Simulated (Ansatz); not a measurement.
# Redistribution: Si(CH3)(OH)3 + SiH3(SiH3) → Si(CH3)(OH)2(SiH3) + SiH3(OH)

Species: Si(CH3)(OH)3, singlet; SiH3(SiH3) (disilane), singlet; Si(CH3)(OH)2(SiH3), singlet; SiH3(OH) (silanol), singlet. The partners trade OH for SiH3; both sit on Si, so the bond types are kept.

Shapes, held fixed at every level: PBE0-D4/def2-TZVP. Flexible molecules stand in one conformer, not always the lowest. Programs: Ansatz 0.2.0. Electronic energies: no zero-point or thermal term.

| level | kind | ΔE (kJ/mol) | less CCSD(T)/CBS estimate |
| --- | --- | --- | --- |
| HF/def2-TZVPP | Hartree–Fock | +57.3 | +1.8 |
| PBE-D4/def2-TZVPP | GGA | +54.6 | -0.9 |
| B3LYP-D4/def2-TZVPP | global hybrid | +53.6 | -1.9 |
| PBE0-D4/def2-TZVPP | global hybrid | +57.5 | +2.0 |
| wB97X-V/def2-TZVPP | range-separated hybrid | +55.4 | -0.1 |
| B2PLYP/def2-TZVPP | double hybrid | +54.8 | -0.7 |
| MP2/def2-TZVPP | perturbation theory | +54.4 | -1.1 |
| CCSD(T)/CBS estimate | coupled cluster or CI | +55.5 | 0.0 |

The highest level, CCSD(T)/CBS estimate, gives ΔE = +55.5 kJ/mol; the levels span +53.6 to +57.5. The column of differences is taken from that level and isn't an error. No measured value is set beside it here. The CBS estimate extrapolates MP2 from def2-TZVPP and def2-QZVPP and adds CCSD(T) − MP2 in the triple-zeta set, cores frozen.

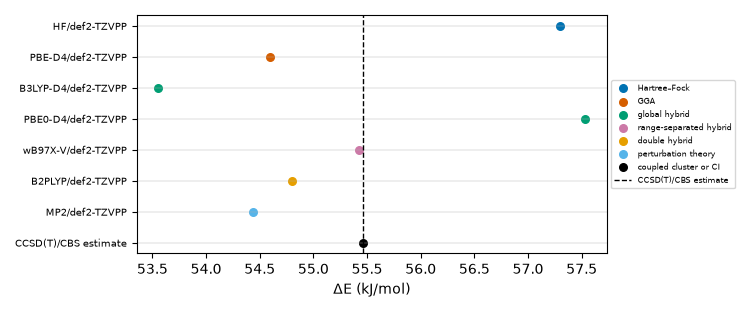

The values of the table, level by level.
